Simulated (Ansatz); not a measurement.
**A ladder of methods for BSiH5 (SMILES B[SiH3])**

BSiH5: 7 atoms, total charge 0, spin state singlet. SMILES: `B[SiH3]`. Geometry: relaxed at PBE0-D4/def2-TZVP.

| atom | x (Å) | y (Å) | z (Å) |
| --- | --- | --- | --- |
| B | -0.0432 | -1.1890 | 0.2043 |
| Si | 0.0891 | 0.7853 | -0.1485 |
| H | -1.1260 | -1.6906 | 0.2901 |
| H | 0.9064 | -1.9025 | 0.3354 |
| H | -0.6160 | 1.0934 | -1.4272 |
| H | -0.6236 | 1.5167 | 0.9396 |
| H | 1.4745 | 1.3188 | -0.2395 |

Quantity: the vertical energy of the triplet above the singlet, in eV. The values are calculated.

```json
{"level": "SVWN5/STO-3G", "kind": "LDA", "program": "Ansatz", "value (eV)": "4.64", "less FCI/STO-3G": "-0.31", "CPU time (all runs)": "1.8 s"}
{"level": "PBE/STO-3G", "kind": "GGA", "program": "Ansatz", "value (eV)": "4.58", "less FCI/STO-3G": "-0.37", "CPU time (all runs)": "3.2 s"}
{"level": "BHLYP/STO-3G", "kind": "global hybrid", "program": "Ansatz", "value (eV)": "5.01", "less FCI/STO-3G": "+0.06", "CPU time (all runs)": "3.1 s"}
{"level": "CAM-B3LYP/STO-3G", "kind": "range-separated hybrid", "program": "Ansatz", "value (eV)": "4.89", "less FCI/STO-3G": "-0.06", "CPU time (all runs)": "3.7 s"}
{"level": "HSE06/STO-3G", "kind": "range-separated hybrid", "program": "Ansatz", "value (eV)": "4.74", "less FCI/STO-3G": "-0.21", "CPU time (all runs)": "3.9 s"}
{"level": "wB97X/STO-3G", "kind": "range-separated hybrid", "program": "Ansatz", "value (eV)": "4.95", "less FCI/STO-3G": "0.00", "CPU time (all runs)": "15 s"}
{"level": "MP2/STO-3G", "kind": "perturbation theory", "program": "Ansatz", "value (eV)": "4.99", "less FCI/STO-3G": "+0.04", "CPU time (all runs)": "0.18 s"}
{"level": "CCSDT/STO-3G", "kind": "coupled cluster or CI", "program": "Ansatz", "value (eV)": "4.95", "less FCI/STO-3G": "0.00", "CPU time (all runs)": "0.86 s"}
{"level": "FCI/STO-3G", "kind": "exact in the basis", "program": "Ansatz", "value (eV)": "4.95", "less FCI/STO-3G": "0.00", "CPU time (all runs)": "26 s"}
```

FCI/STO-3G is exact within its basis and frozen core, so for wave-function methods in that basis the difference is their error; functionals converge differently with the basis, so for them it is only a difference. The values span 4.58 to 5.01 eV. All rows use very small basis sets, so even the best lies far from the true value. CPU times are rough (shared hosts, several kinds of processor): they show what a rung costs within a factor of a few.

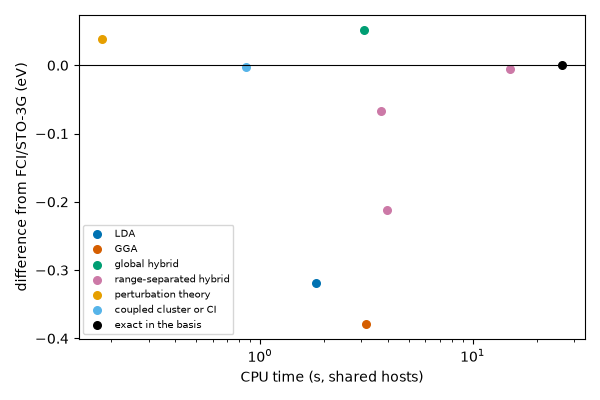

Difference from FCI/STO-3G against processor time, one point a level.
